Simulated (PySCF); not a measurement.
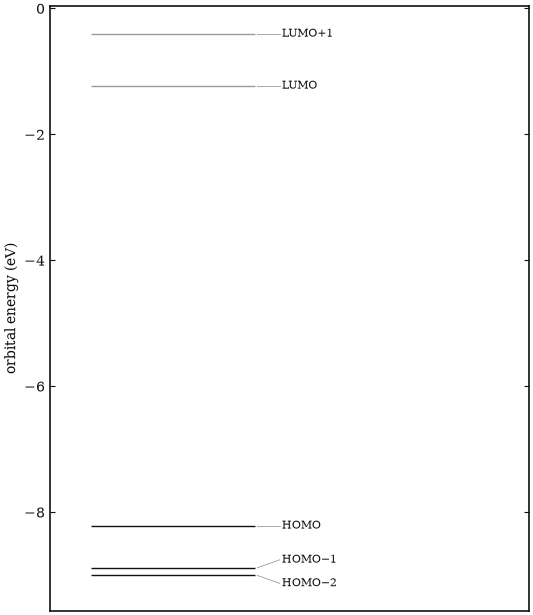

Kohn-Sham orbital energies near the frontier, B3LYP/def2-SVPD in PySCF, at a PBE0-D3(BJ)/def2-SVP geometry (no frequency check), isolated molecule; empty levels in grey, levels within 0.03 eV side by side.

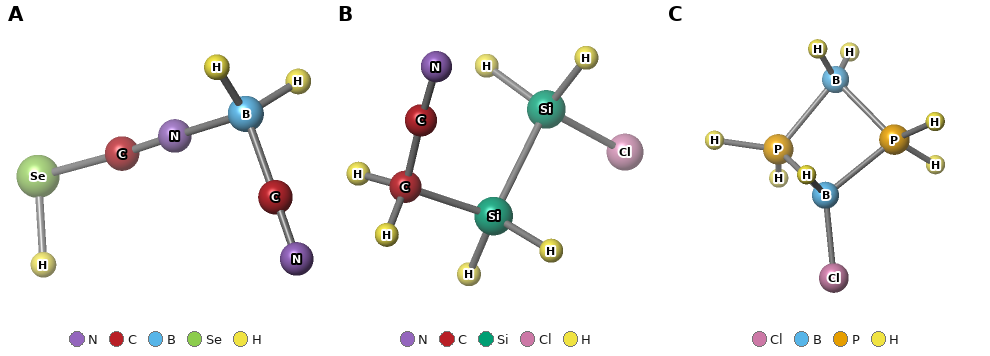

**Which molecule has this level scheme? Choose among the lettered structures.**

Structure B, C₂H₆ClNSi₂, SMILES N#CC[SiH2][SiH2]Cl. HOMO −8.22 eV, LUMO −1.23 eV, separation 6.99 eV.

Caveats: one conformer of a flexible molecule.
